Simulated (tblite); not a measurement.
# ClGeH4OSi: the cost of one run

Computed with tblite 0.8.0 and PySCF 2.14.0; each step states its level. No surroundings beyond the atoms listed, unless a continuum is named. Atoms count from 0, parts from 1.

## 1. The system as given

8 atoms, charge 0, multiplicity 2; geometry: distance geometry start.

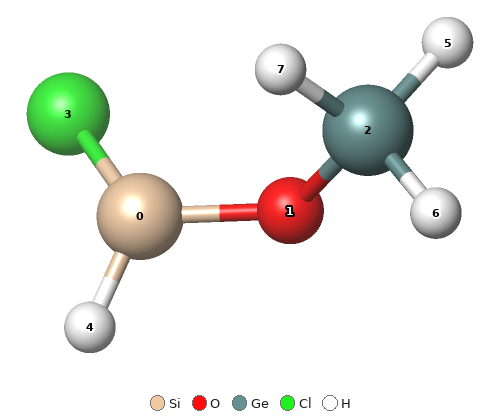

The starting geometry (silicon light orange, oxygen red, germanium teal, chlorine green, hydrogen white), atoms numbered.

## 2. Relaxing the cluster with GFN2-xTB

Job settings and geometry (Å):

```
{"job": {"kind": "relax", "xc": "GFN2-xTB", "basis": "xTB"}, "charge": 0, "multiplicity": 2}
Si    -0.132432    -0.416914    -1.039189
O     -0.255808     1.089744    -0.135101
Ge     0.605560     1.434618     1.504926
Cl    -1.809588    -1.716781    -0.947803
H      0.508750    -0.315894    -2.315079
H     -0.452517     1.765492     2.551288
H      1.539386     2.588328     1.338851
H      1.386495     0.198381     1.930923
```

With the program's defaults for keys left out, this is: GFN2-xTB geometry optimisation, gas phase.

Command:

```
$ OMP_NUM_THREADS=1 python cluster_run.py task.json out
```

The driver reads the jobs from task.json and runs them one after another.

**Question.** How long does this first job take on 1 thread of Arm Neoverse V2, shared host?

About 1.1 s.
